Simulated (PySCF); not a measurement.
## Electronic structure of C₃H₉ClSSi₂ (SMILES CS[SiH2]/C(Cl)=C\[SiH3]) in real space

```xyz
16

C    -2.2113   -0.6926   -0.4318
S    -1.3367   -1.6049    0.8827
Si   -0.4688    0.0316    1.9651
C     0.2570    1.2513    0.7107
Cl   -0.5715    2.7999    0.7422
C     1.2414    1.0634   -0.1578
Si    2.2291   -0.5303   -0.3665
H    -1.4880   -0.1680   -1.0486
H    -2.7443   -1.4279   -1.0245
H    -2.9134    0.0063    0.0107
H     0.5477   -0.5867    2.7992
H    -1.5185    0.7250    2.7044
H     1.5055    1.8820   -0.8185
H     1.4209   -1.5192   -1.0797
H     2.6415   -1.0396    0.9413
H     3.4017   -0.1813   -1.1725
```

Geometry: GFN2-xTB.

The calculation used PySCF 2.14.0, PBE0/pcSseg-1, SCF density, gas phase, non-relativistic.

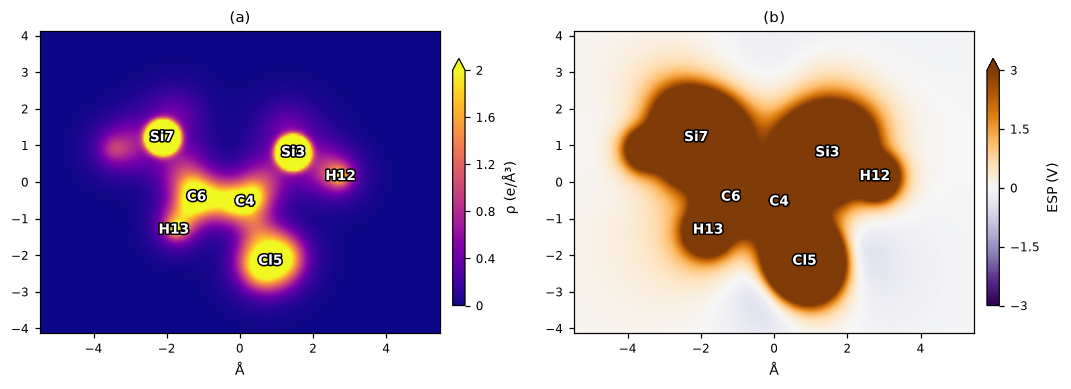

Figure 1. (a) total electron density; (b) electrostatic potential on the plane of atoms C4, C6 and Si7.

What do the fields say about this system?

The plane passes through Si, C, Cl and H nuclei.
C–C (1.33 Å): ρ at the midpoint is about 2.3 e/Å³.
C–Cl (1.76 Å): ρ at the midpoint is about 1.4 e/Å³.
C–Si (1.89 Å): ρ at the midpoint is about 0.92 e/Å³.
C–H (1.08 Å): the density is about 2 e/Å³ at the midpoint.
Si–H (1.46 Å): ρ is about 0.83 e/Å³ halfway.
Outside the dense part of the molecule the potential is most negative (−0.4 V) near Cl5.

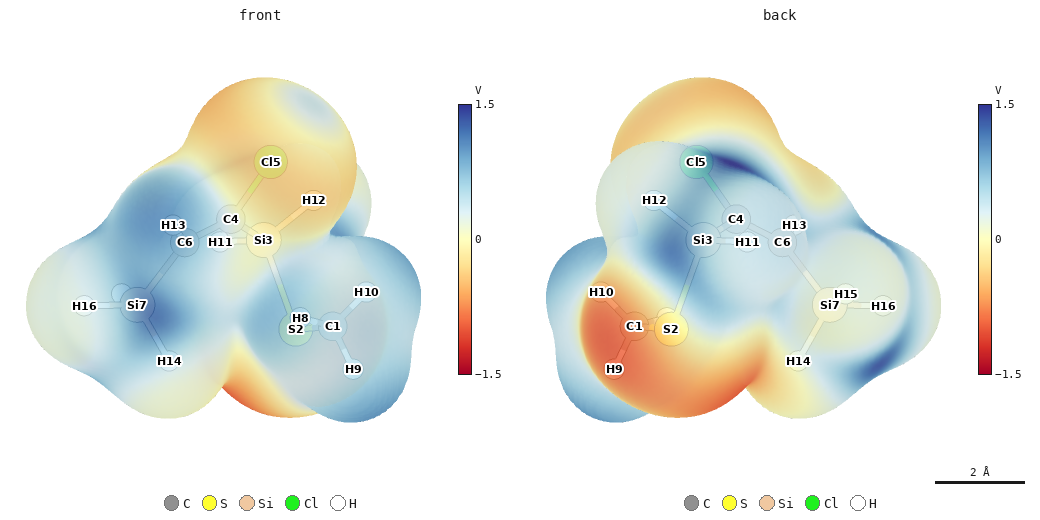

Figure 2. The molecular electrostatic potential painted on the density surface at 0.002 e/bohr³, seen from the front and from behind; red is negative and blue positive.

Which sites attract a positive test charge, and which a negative one?

A positive charge is drawn to the negative regions and a negative charge to the positive ones. The most negative region (about −0.9 V) lies over S2, the most positive (about +1.4 V) over Si3. Cl5 shows a σ-hole: about +0.4 V at the tip opposite its bond, against about −0.3 V on its flanks.
